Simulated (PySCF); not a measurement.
C$_{3}$H$_{11}$NO$_{3}$Si

```tsv
atom	x (Å)	y (Å)	z (Å)
C	2.6771	0.0494	0.1620
O	1.4428	-0.6139	-0.0082
Si	-0.0836	-0.0115	0.0793
N	-0.7719	-0.1613	1.6110
O	-0.9652	-0.9135	-0.9473
C	-1.5892	-2.1120	-0.7257
O	0.2125	1.5835	-0.2304
C	-0.6113	2.5722	-0.8146
H	2.8937	0.3391	1.2171
H	2.6383	0.9963	-0.3549
H	3.5510	-0.4994	-0.2238
H	-1.7907	-0.4317	1.5912
H	-0.3926	-0.2890	2.5205
H	-1.0847	-2.6678	-0.0066
H	-1.4681	-2.6357	-1.7199
H	-2.7144	-2.1170	-0.6640
H	-0.4539	3.4943	-0.1713
H	-1.7506	2.4113	-0.6627
H	-0.4821	2.6421	-1.8599
```

Geometry: GFN2-xTB, MD frame at 250 fs, 400 K.

The calculation used PBE0/pcSseg-1, SCF density, gas phase, non-relativistic in PySCF.

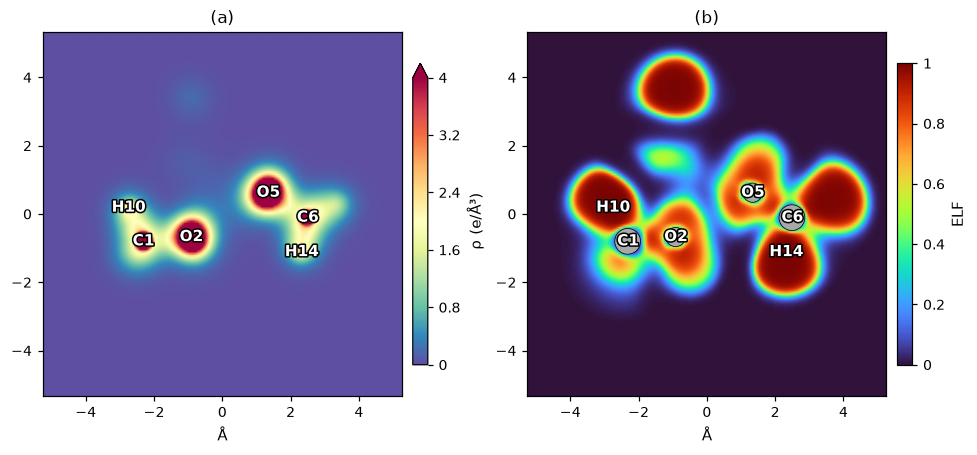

Figure 1. (a) total electron density; (b) electron localisation function on the plane of atoms O2, C1 and H10. Grey discs cover the atomic cores in the ELF map.

Interpret the plot.

Answer.
- The plane passes through C, O and H nuclei.
- C–O (1.37 Å): ρ at the midpoint is about 2.2 e/Å³, with its minimum of 1.8 e/Å³ about 0.5 Å from C; the ELF peaks at about 0.90 between the atoms; a shared but strongly polarised pair.
- C–O (1.41 Å): ρ at the midpoint is about 2 e/Å³, with its minimum of 1.7 e/Å³ about 0.5 Å from C; the ELF peaks at about 0.90 between the atoms, as expected for a shared but strongly polarised pair.
- C–H (1.04 Å): the density is about 2.2 e/Å³ at the midpoint; the ELF climbs to about 1 towards the hydrogen, as it does in any bond to H (an ordinary covalent bond to hydrogen).
- The ELF also peaks beside O2 and O5, away from the bonds: lone-pair regions.

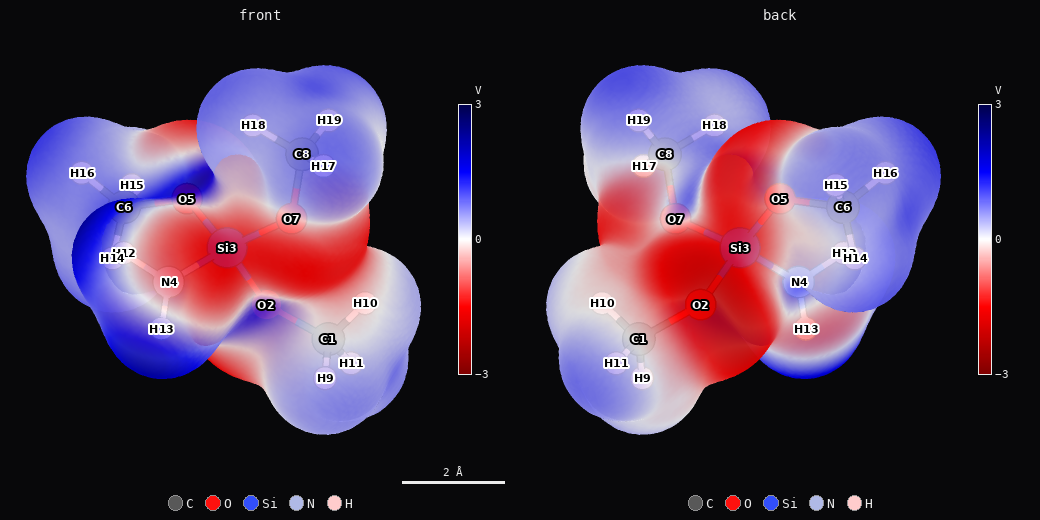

Figure 2. The electrostatic potential painted on the density surface at 0.004 e/bohr³, seen from the front and from behind; red is negative and blue positive.

Which sites attract a positive test charge, and which a negative one?

Answer. A positive charge is drawn to the negative regions and a negative charge to the positive ones. The most negative region (about −2.0 V) lies over O2, the most positive (about +2.2 V) over H12 and H13. O2 is the likeliest acceptor of a hydrogen bond.
